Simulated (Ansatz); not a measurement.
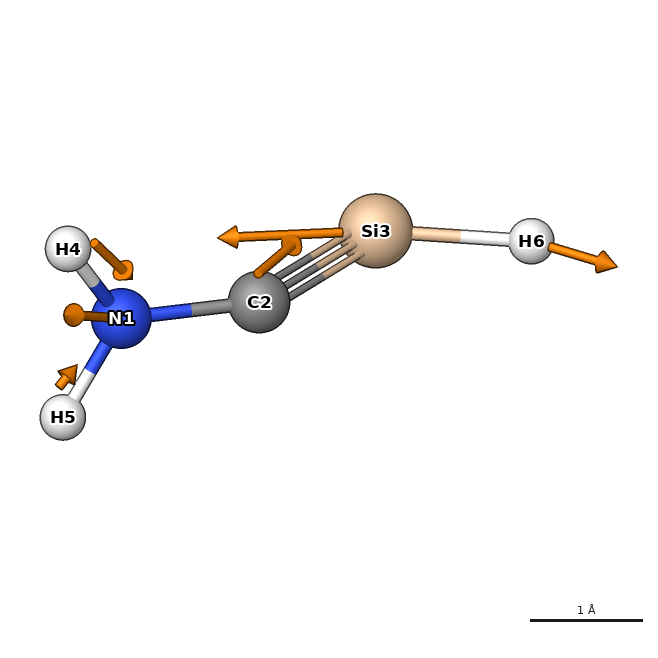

Arrows show the forces on the atoms, 0.3 Å of arrow for 1 eV/Å; forces under a tenth of the largest aren't drawn. Level of theory: CAM-B3LYP-D4/def2-TZVPP (Ansatz 0.2.0).

On which atom is the force largest, and how large is it?

On Si3: 3.86 eV/Å.

List the force components in the frame of the picture (x right, y up, z towards the viewer), in eV/Å.

| atom | Fx | Fy | Fz |
| --- | --- | --- | --- |
| N1 | −1.33 | 0.10 | 2.52 |
| C2 | 1.30 | 1.10 | −2.27 |
| Si3 | −3.77 | −0.17 | 0.79 |
| H4 | 1.17 | −1.11 | −1.75 |
| H5 | 0.58 | 0.71 | −0.19 |
| H6 | 2.05 | −0.62 | 0.91 |
